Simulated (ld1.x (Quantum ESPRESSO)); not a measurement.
# An RRKJ potential for Co: one input and its neighbour, part 2 of 2

Two related inputs are run: the one described here, and one that differs from it in little. What comes out is then tested.

ld1.x (Quantum ESPRESSO) 7.5. Step numbers count through all parts.

### Step 5. Testing the new file in other configurations

Co.test.in

```
 &input
   title='Co', zed=27., rel=1, dft='PZ', iswitch=2,
   config='[Ar] 3d7 4s2 4p0'
 /
 &test
   file_pseudo='Co.UPF', nconf=10,
   configts(1)='3s2 3p6 3d7 4s2 4p0',
   configts(2)='3s2 3p6 3d7 4s1 4p0',
   configts(3)='3s2 3p6 3d7 4s0 4p0',
   configts(4)='3s2 3p6 3d6 4s0 4p0',
   configts(5)='3s2 3p6 3d7 4s0 4p2',
   configts(6)='3s2 3p6 3d8 4s0 4p0',
   configts(7)='3s2 3p6 3d7 4s0 4p1',
   configts(8)='3s2 3p5 3d7 4s2 4p0',
   configts(9)='3s2 3p6 3d7 4s2 4p0', lsdts(9)=1,
   configts(10)='3s2 3p6 3d7 4s1 4p0', lsdts(10)=1
 /
```

Started as:

```bash
$ ld1.x < Co.test.in > Co.test.out
```

Co.test.out, the pseudopotential blocks, each with the warnings that came before it:

```text
     Warning: n=1, l=0 expected 0 nodes, found 1
     Warning: n=2, l=1 expected 0 nodes, found 1
     ---------------------- Testing the pseudopotential ----------------------

     Co
     scalar relativistic calculation

     atomic number is 27.00   valence charge is 17.00
     dft =PZ   lsd =0 sic =0 latt =0  beta=0.20 tr2=1.0E-14
     mesh =1193 r(mesh) =  99.89935 xmin = -7.00 dx = 0.01250

     n l     nl             e AE (Ry)        e PS (Ry)    De AE-PS (Ry)
     1 0     3S   1( 2.00)       -7.48729       -7.48729       -0.00000
     2 1     3P   1( 6.00)       -4.81507       -4.81507       -0.00000
     3 2     3D   1( 7.00)       -0.62172       -0.62172        0.00000
     2 0     4S   1( 2.00)       -0.41749       -0.37847       -0.03903  !
     3 1     4P   1( 0.00)       -0.10222       -0.08820       -0.01403  !

     eps = 4.2E-15  iter = 20

     Etot =   -2781.547307 Ry,   -1390.773653 Ha,  -37844.879062 eV
     Etotps =  -305.886171 Ry,    -152.943085 Ha,   -4161.793371 eV

     Ekin =     142.865372 Ry,      71.432686 Ha,    1943.782409 eV
     Encl =    -680.036290 Ry,    -340.018145 Ha,   -9252.365073 eV
     Ehrt =     242.997828 Ry,     121.498914 Ha,    3306.153876 eV
     Ecxc =     -52.893684 Ry,     -26.446842 Ha,    -719.655238 eV
     (Ecc =     -21.752111 Ry,     -10.876055 Ha,    -295.952543 eV)
     Epseu=      41.180604 Ry,      20.590302 Ha,     560.290655 eV

     ---------------------- End of pseudopotential test ----------------------

     ---------------------- Testing the pseudopotential ----------------------

     Co
     [...]
     n l     nl             e AE (Ry)        e PS (Ry)    De AE-PS (Ry)
     1 0     3S   1( 2.00)       -8.14148       -8.12947       -0.01201  !
     2 1     3P   1( 6.00)       -5.46999       -5.45777       -0.01222  !
     3 2     3D   1( 7.00)       -1.27044       -1.25952       -0.01092  !
     2 0     4S   1( 1.00)       -0.96136       -0.92016       -0.04120  !
     3 1     4P   1( 0.00)       -0.56452       -0.55253       -0.01199  !

     eps = 3.8E-15  iter = 21

     Etot =   -2780.864088 Ry,   -1390.432044 Ha,  -37835.583398 eV
     Etotps =  -305.243984 Ry,    -152.621992 Ha,   -4153.055980 eV
     dEtot_ae =       0.683219 Ry
     dEtot_ps =       0.642186 Ry,   Delta E=       0.041032 Ry

     [...]
     ---------------------- End of pseudopotential test ----------------------

     Warning: n=3, l=2 expected 0 nodes, found 1
     ---------------------- Testing the pseudopotential ----------------------

     Co
     [...]
     n l     nl             e AE (Ry)        e PS (Ry)    De AE-PS (Ry)
     1 0     3S   1( 2.00)       -8.89567       -8.87810       -0.01757  !
     2 1     3P   1( 6.00)       -6.22460       -6.20651       -0.01809  !
     3 2     3D   1( 7.00)       -2.01329       -1.99841       -0.01488  !
     2 0     4S   1( 0.00)       -1.55191       -1.53318       -0.01873  !
     3 1     4P   1( 0.00)       -1.08071       -1.10108        0.02036  !

     eps = 3.7E-15  iter = 34

     Etot =   -2779.608381 Ry,   -1389.804191 Ha,  -37818.498637 eV
     Etotps =  -304.022250 Ry,    -152.011125 Ha,   -4136.433435 eV
     dEtot_ae =       1.938925 Ry
     dEtot_ps =       1.863921 Ry,   Delta E=       0.075005 Ry

     [...]
     ---------------------- End of pseudopotential test ----------------------

     BEWARE! Errors in PS-KS equations
     Warning: n=2, l=0 expected 1 nodes, found 3
     Warning: n=3, l=1 expected 1 nodes, found 3
     ---------------------- Testing the pseudopotential ----------------------

     Co
     [...]
     n l     nl             e AE (Ry)        e PS (Ry)    De AE-PS (Ry)
     1 0     3S   1( 2.00)      -10.30898       -8.00866       -2.30032  !
     2 1     3P   1( 6.00)       -7.62118       -0.18207       -7.43911  !
     3 2     3D   1( 6.00)       -3.34237       -0.00000       -3.34237  !
     2 0     4S   1( 0.00)       -2.38572       -2.38572        0.00000
     3 1     4P   1( 0.00)       -1.81850       -1.81850        0.00000

     eps = 3.6E-15  iter = 39

     Etot =   -2776.948577 Ry,   -1388.474288 Ha,  -37782.310154 eV
     Etotps =   -53.996756 Ry,     -26.998378 Ha,    -734.663291 eV
     dEtot_ae =       4.598730 Ry
     dEtot_ps =     251.889415 Ry,   Delta E=    -247.290685 Ry

     [...]
     ---------------------- End of pseudopotential test ----------------------

     ---------------------- Testing the pseudopotential ----------------------

     Co
     [...]
     n l     nl             e AE (Ry)        e PS (Ry)    De AE-PS (Ry)
     1 0     3S   1( 2.00)       -7.73883       -7.74015        0.00132
     2 1     3P   1( 6.00)       -5.06689       -5.06811        0.00122
     3 2     3D   1( 7.00)       -0.86512       -0.86630        0.00118
     2 0     4S   1( 0.00)       -0.57035       -0.52786       -0.04249  !
     3 1     4P   1( 2.00)       -0.21404       -0.19051       -0.02353  !

     eps = 2.5E-16  iter = 21

     Etot =   -2780.875178 Ry,   -1390.437589 Ha,  -37835.734279 eV
     Etotps =  -305.256986 Ry,    -152.628493 Ha,   -4153.232872 eV
     dEtot_ae =       0.672129 Ry
     dEtot_ps =       0.629185 Ry,   Delta E=       0.042944 Ry

     [...]
     ---------------------- End of pseudopotential test ----------------------

     ---------------------- Testing the pseudopotential ----------------------

     Co
     [...]
     n l     nl             e AE (Ry)        e PS (Ry)    De AE-PS (Ry)
     1 0     3S   1( 2.00)       -7.73049       -7.70774       -0.02275  !
     2 1     3P   1( 6.00)       -5.07000       -5.04712       -0.02288  !
     3 2     3D   1( 8.00)       -0.92368       -0.90883       -0.01485  !
     2 0     4S   1( 0.00)       -0.83900       -0.81651       -0.02249  !
     3 1     4P   1( 0.00)       -0.47522       -0.48930        0.01409  !

     eps = 1.2E-15  iter = 18

     Etot =   -2781.054479 Ry,   -1390.527239 Ha,  -37838.173799 eV
     Etotps =  -305.453333 Ry,    -152.726666 Ha,   -4155.904309 eV
     dEtot_ae =       0.492828 Ry
     dEtot_ps =       0.432838 Ry,   Delta E=       0.059990 Ry

     [...]
     ---------------------- End of pseudopotential test ----------------------

     ---------------------- Testing the pseudopotential ----------------------

     Co
     [...]
     n l     nl             e AE (Ry)        e PS (Ry)    De AE-PS (Ry)
     1 0     3S   1( 2.00)       -8.25552       -8.24633       -0.00919  !
     2 1     3P   1( 6.00)       -5.58395       -5.57453       -0.00942  !
     3 2     3D   1( 7.00)       -1.37958       -1.37102       -0.00857  !
     2 0     4S   1( 0.00)       -1.03018       -0.98601       -0.04417  !
     3 1     4P   1( 1.00)       -0.62456       -0.60334       -0.02122  !

     eps = 4.7E-15  iter = 20

     Etot =   -2780.463349 Ry,   -1390.231675 Ha,  -37830.131070 eV
     Etotps =  -304.868862 Ry,    -152.434431 Ha,   -4147.952183 eV
     dEtot_ae =       1.083957 Ry
     dEtot_ps =       1.017309 Ry,   Delta E=       0.066649 Ry

     [...]
     ---------------------- End of pseudopotential test ----------------------

     ---------------------- Testing the pseudopotential ----------------------

     Co
     [...]
     n l     nl             e AE (Ry)        e PS (Ry)    De AE-PS (Ry)
     1 0     3S   1( 2.00)       -8.71222       -8.74003        0.02781  !
     2 1     3P   1( 5.00)       -6.02528       -6.04989        0.02461  !
     3 2     3D   1( 7.00)       -1.75472       -1.75908        0.00436
     2 0     4S   1( 2.00)       -1.09561       -1.04333       -0.05228  !
     3 1     4P   1( 0.00)       -0.65359       -0.62152       -0.03207  !

     eps = 7.1E-15  iter = 18

     Etot =   -2776.150943 Ry,   -1388.075472 Ha,  -37771.457796 eV
     Etotps =  -300.475503 Ry,    -150.237752 Ha,   -4088.177490 eV
     dEtot_ae =       5.396364 Ry
     dEtot_ps =       5.410667 Ry,   Delta E=      -0.014304 Ry

     [...]
     ---------------------- End of pseudopotential test ----------------------

     ---------------------- Testing the pseudopotential ----------------------

     Co
     [...]
     n l     nl             e AE (Ry)        e PS (Ry)    De AE-PS (Ry)
     1 0     3S   1( 1.00)       -7.57995       -7.58526        0.00531  !
     2 1     3P   1( 3.00)       -4.90545       -4.90808        0.00264
     3 2     3D   1( 5.00)       -0.70255       -0.70551        0.00296
     2 0     4S   1( 1.00)       -0.43478       -0.39146       -0.04332  !
     3 1     4P   1( 0.00)       -0.10884       -0.09261       -0.01623  !
     1 0     3S   2( 1.00)       -7.35213       -7.34474       -0.00738  !
     2 1     3P   2( 3.00)       -4.68386       -4.67941       -0.00445
     3 2     3D   2( 2.00)       -0.50839       -0.50477       -0.00362
     2 0     4S   2( 1.00)       -0.39725       -0.36303       -0.03422  !
     3 1     4P   2( 0.00)       -0.09576       -0.08388       -0.01188  !

     eps = 3.4E-15  iter = 26

     Etot =   -2781.693060 Ry,   -1390.846530 Ha,  -37846.862142 eV
     Etotps =  -306.036779 Ry,    -153.018389 Ha,   -4163.842494 eV
     dEtot_ae =      -0.145754 Ry
     dEtot_ps =      -0.150608 Ry,   Delta E=       0.004854 Ry

     [...]
     ---------------------- End of pseudopotential test ----------------------

     ---------------------- Testing the pseudopotential ----------------------

     Co
     [...]
     n l     nl             e AE (Ry)        e PS (Ry)    De AE-PS (Ry)
     1 0     3S   1( 1.00)       -8.22823       -8.22324       -0.00499
     2 1     3P   1( 3.00)       -5.55500       -5.54692       -0.00808  !
     3 2     3D   1( 5.00)       -1.35119       -1.34290       -0.00828  !
     2 0     4S   1( 1.00)       -1.00512       -0.95137       -0.05375  !
     3 1     4P   1( 0.00)       -0.59654       -0.57383       -0.02271  !
     1 0     3S   2( 1.00)       -7.99642       -7.97839       -0.01803  !
     2 1     3P   2( 3.00)       -5.32779       -5.31286       -0.01493  !
     3 2     3D   2( 2.00)       -1.13658       -1.12738       -0.00920  !
     2 0     4S   2( 0.00)       -0.88212       -0.87098       -0.01115  !
     3 1     4P   2( 0.00)       -0.50375       -0.51980        0.01605  !

     eps = 7.2E-15  iter = 19

     Etot =   -2781.053616 Ry,   -1390.526808 Ha,  -37838.162057 eV
     Etotps =  -305.425321 Ry,    -152.712661 Ha,   -4155.523193 eV
     dEtot_ae =       0.493691 Ry
     dEtot_ps =       0.460850 Ry,   Delta E=       0.032841 Ry

     [...]
     ---------------------- End of pseudopotential test ----------------------
```

1 test gave no usable energy difference (3s2 3p6 3d6 4s0 4p0).

Excitation and ionisation energies from 3s2 3p6 3d7 4s2 4p0, with the error of the potential. Spin-polarised rows fill open shells by Hund's rule and count from the unpolarised reference. A star marks tests that logged a warning.

```csv
valence configuration,charge,ΔE all-electron (eV),error AE − PS (meV)
3s2 3p6 3d7 4s1 4p0,+1,9.296,+558
3s2 3p6 3d7 4s0 4p0 *,+2,26.380,+1020
3s2 3p6 3d7 4s0 4p2,0,9.145,+584
3s2 3p6 3d8 4s0 4p0,+1,6.705,+816
3s2 3p6 3d7 4s0 4p1,+1,14.748,+907
3s2 3p5 3d7 4s2 4p0,+1,73.421,-195
3s2 3p6 3d7 4s2 4p0 (spin-polarised),0,-1.983,+66
3s2 3p6 3d7 4s1 4p0 (spin-polarised),+1,6.717,+447
```

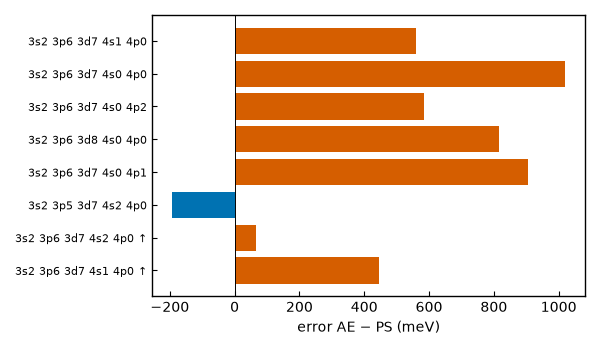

Error of the potential in each test configuration; ↑ marks spin-polarised tests.

### Step 6. Scattering by logarithmic derivatives

Taken from the files of the generation run. The phase is arctan(r·u′/u) with u = r·R, unwrapped, with energies in Ry. A pole is an energy at which the radial function vanishes at the test radius. The pseudo phase is shifted by a multiple of π to meet the all-electron one at the reference energy. Levels narrower than the energy grid can be missing from the poles. The last column is the largest difference on the grid between −1 and +1 Ry.

| channel | radius (bohr) | reference (Ry) | poles AE | poles PS | window around the reference with phases within 0.05 rad (Ry) | largest difference near zero (rad) |
| --- | --- | --- | --- | --- | --- | --- |
| s | 1.75 | -7.49 | -7.33 | -7.33 | below -1.4 | 0.234 |
| p | 1.75 | -4.82 | -4.55 | -4.55 | below -0.4 | 0.130 |
| d | 1.75 | -0.62 | 0.01 | 0.05 | below 1.5 | 0.030 |

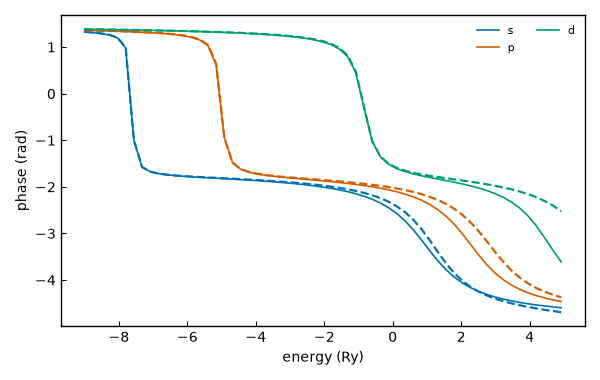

Phases by channel: all-electron solid, pseudo dashed.

### Step 7. Cutoff and ghost test in a Bessel basis

A separate test, outside the generator: the pseudo-atom's Hamiltonian at the reference potential is diagonalised in spherical Bessel functions j_l(qr) that vanish at 20 bohr, with q² up to the cutoff.

All-electron valence levels (Ry): 3s -7.4873, 4s -0.4175, 3p -4.8151, 4p -0.1022, 3d -0.6217. The lowest levels of each channel (Ry) by cutoff; the last column sums, over occupied levels, occupation times the distance from the level at 400 Ry. A positive value at high cutoff is not a bound level.

| cutoff (Ry) | s #1 | s #2 | p #1 | p #2 | d #1 | f #1 | Σ f·Δε (mRy) |
| --- | --- | --- | --- | --- | --- | --- | --- |
| 8 | -5.8755 | -0.2876 | -1.3526 | -0.0073 | 0.0623 | 0.1135 | 28968.4 |
| 25 | -6.5017 | -0.3485 | -4.1372 | -0.0709 | 0.0612 | 0.1135 | 10878.9 |
| 50 | -6.9176 | -0.3511 | -4.7853 | -0.0856 | -0.3250 | 0.1135 | 3450.2 |
| 100 | -7.4381 | -0.3740 | -4.8151 | -0.0882 | -0.6207 | 0.1135 | 114.8 |
| 180 | -7.4763 | -0.3776 | -4.8151 | -0.0882 | -0.6217 | 0.1135 | 24.4 |
| 260 | -7.4846 | -0.3782 | -4.8151 | -0.0882 | -0.6217 | 0.1135 | 6.0 |
| 400 | -7.4874 | -0.3785 | -4.8151 | -0.0882 | -0.6217 | 0.1135 | 0.0 |

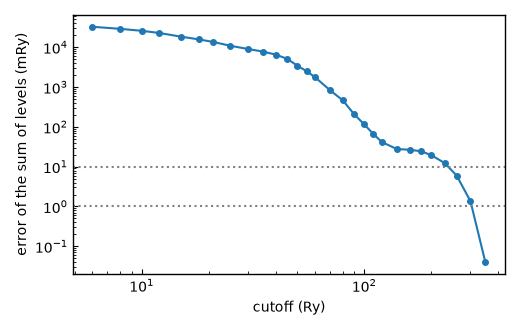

Occupation-weighted error of the valence levels against the cutoff; the dotted lines mark 10 and 1 mRy.

The sum stays within 10 mRy from 260 Ry and within 1 mRy only somewhere over 300 Ry. The sum leaves out empty levels, which can need more. Ghost test: no level below the all-electron spectrum of its channel (s, p, d, f tested).

### Step 8. Results

The summary covers parts 1 to 2.

| quantity | value |
| --- | --- |
| first input | failed: run_pseudo: Errors in PS-KS equation |
| second input | generated |
| cutoffs for 10 and 1 mRy, occupied levels | 260 Ry and over 300 Ry |
| bound ghosts | none found |
| largest miss of a reference level | 531 meV (4s) |
| largest test error (AE − PS), unpolarised tests | +1020 meV, for 3s2 3p6 3d7 4s0 4p0 (one of 3 tests with a warning) (1 test unsolved) |
| largest phase difference near zero energy, channels read | 0.234 rad |

So this one change separates a failed generation from a finished one. Already in the reference configuration the 4s level is off by 531 meV; it has no partial wave or projector of its own. By total energies transferability is poor: the largest error is 1020 meV on 26.4 eV, for 3s2 3p6 3d7 4s0 4p0. Of the tests 1 gave no usable energy difference, which is a warning in itself. The potential is very hard: the looser tolerance needs 260 Ry. The tighter tolerance needs over 300 Ry, and converged work needs a cutoff nearer that. The slowest occupied level is 3s: taken alone it needs 300 Ry to come within 1 mRy, against 140 Ry for 4s. It is free of bound ghosts as far as tested. Of the channels read, s scatters worst near zero energy, by up to 0.23 rad. All of this concerns the isolated atom, not yet a solid.
